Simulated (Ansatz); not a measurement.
## Electronic structure of FHSi···SiH$_{4}$ in real space

The calculation's input:

```
crystal:
  periodic: [false, false, false]
  atoms:
    - { symbol: Si, position_ang: [0.0, 0.0, 0.0] }
    - { symbol: Si, position_ang: [1.3097, 0.0, 2.0349] }
    - { symbol: H, position_ang: [-0.0051, -0.4067, 2.5222] }
    - { symbol: H, position_ang: [2.3193, -0.9353, 2.5222] }
    - { symbol: H, position_ang: [1.6149, 1.342, 2.5222] }
    - { symbol: H, position_ang: [1.6588, 0.0, 0.0648] }
    - { symbol: F, position_ang: [-0.7489, 1.2974, -0.5295] }
    - { symbol: H, position_ang: [-0.6877, -1.1914, -0.4862] }
basis:
  gaussian: { orbitals: def2-SVP }
hamiltonian:
  xc: pbe0
relax:
  f_tol: 0.15
  max_steps: 25
  restrain:
    - { distance: [1, 5], at: 1.46, k: 30.0 }
    - { distance: [0, 1], at: 3.42, k: 30.0 }
    - { distance: [0, 5], at: 2.66, k: 30.0 }
output:
  orbitals: {}
```

Launched as:

```sh
ansatz run input.yaml --threads 1 --pin off --max-ram 2048MiB --backend cpu --events-out ev --progress --plain --runs-dir out
```

The fields are those of the run's last geometry, not of the input's.

Not at a stationary point (largest force 0.6 eV/Å).

These are results of RKS PBE0/def2-SVP in Ansatz 0.2.0, not measurements.

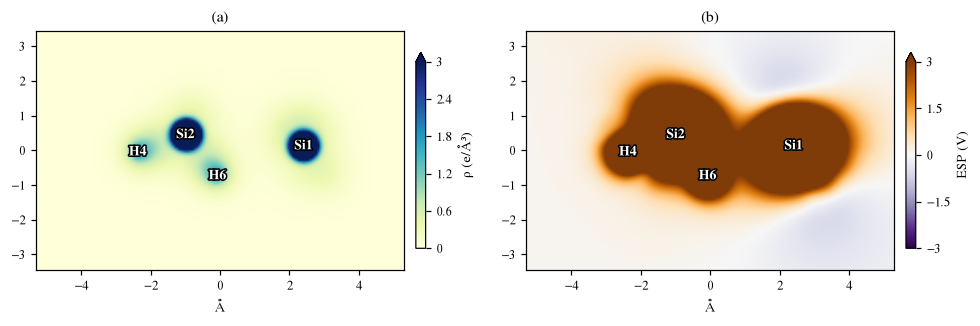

Figure 1. (a) total electron density; (b) electrostatic potential on the plane of atoms H4, Si2 and H6.

> What does the map show?

Atoms in the plane: Si and H. Si1···Si2 (3.42 Å): the density falls to about 0.08 e/Å³ on the way. Si–H (1.48 Å): ρ at the midpoint is about 0.75 e/Å³. Outside the dense part of the complex the potential is most negative (−0.6 V) near F7, which lies off the plane.

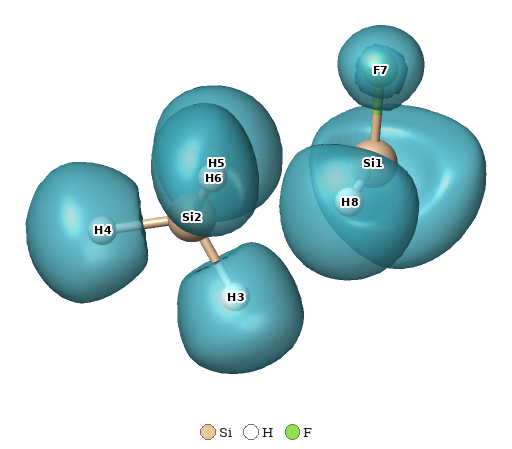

Figure 2. Isosurface of the electron localisation function at 0.8 (cyan), seen at an oblique angle. Only the valence region is drawn (cores and ρ < 0.01 e/Å³ removed).

> Identify the bonds, lone pairs and shells in this picture.

The ELF exceeds this value in five regions around hydrogen nuclei, one lobe on Si, pointing away from the bonds (lone pairs) and one region wrapped around F (its lone pairs, merged into a ring or cap). Along the contacts the grid gives the following. Si1···Si2 (3.42 Å): the ELF dips to about 0.10 between them. Si–F (1.64 Å): the ELF peaks at about 0.85 in the valence shell of F, 0.6 Å from its nucleus, and is about 0.45 at the midpoint.

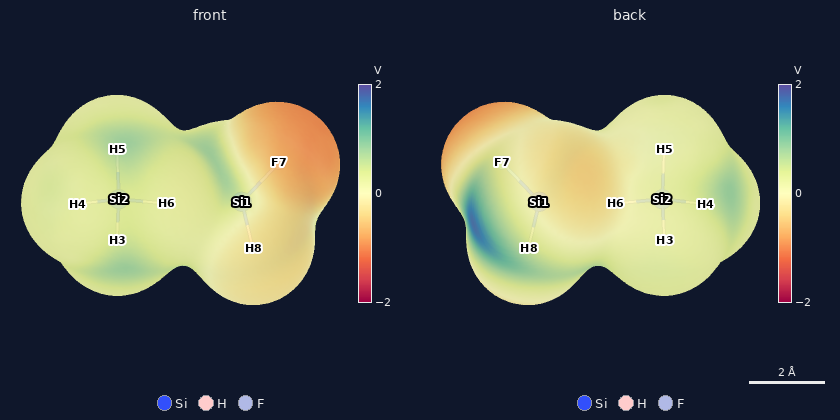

Figure 3. The electrostatic potential painted on the density surface at 0.001 e/bohr³, seen from the front and from behind; the colour scale runs from red (negative) to blue (positive).

> Where is the surface potential most negative and most positive?

The most negative region (about −1.0 V) lies over F7, the most positive (about +1.7 V) over Si1.

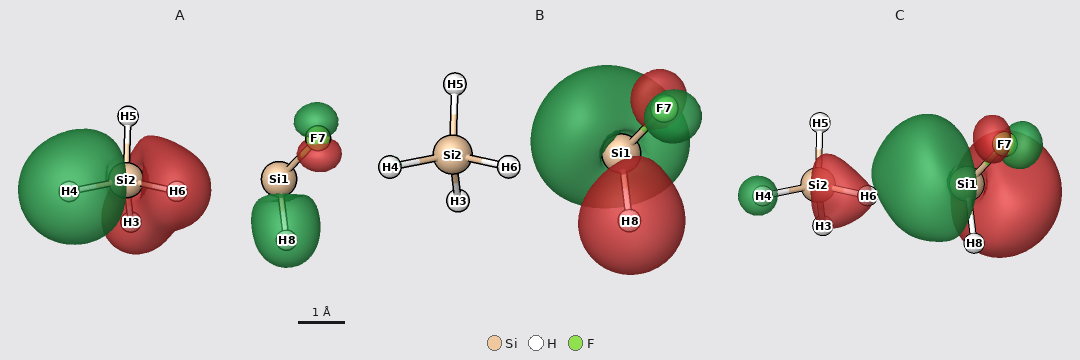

Figure 4. Three frontier orbitals at ±0.1 Å⁻³ᐟ² (green and red are the two phases), in no order.

> Order the three orbitals by energy and name them.

A is the HOMO−1 (−10.14 eV). Its weight (Hirshfeld) is mainly on Si2 (about 40 %), H4 (about 35 %), H3 (about 5 %), H6 (about 5 %) and Si1 (about 5 %). B is the HOMO (−6.83 eV). It lies mainly on Si1 (about 65 %), H8 (about 20 %) and F7 (about 10 %). C is the LUMO (−2.41 eV). It lies mainly on Si1 (about 75 %), Si2 (about 10 %) and F7 (about 10 %).

> What is the HOMO–LUMO gap?

4.42 eV between the orbital energies.
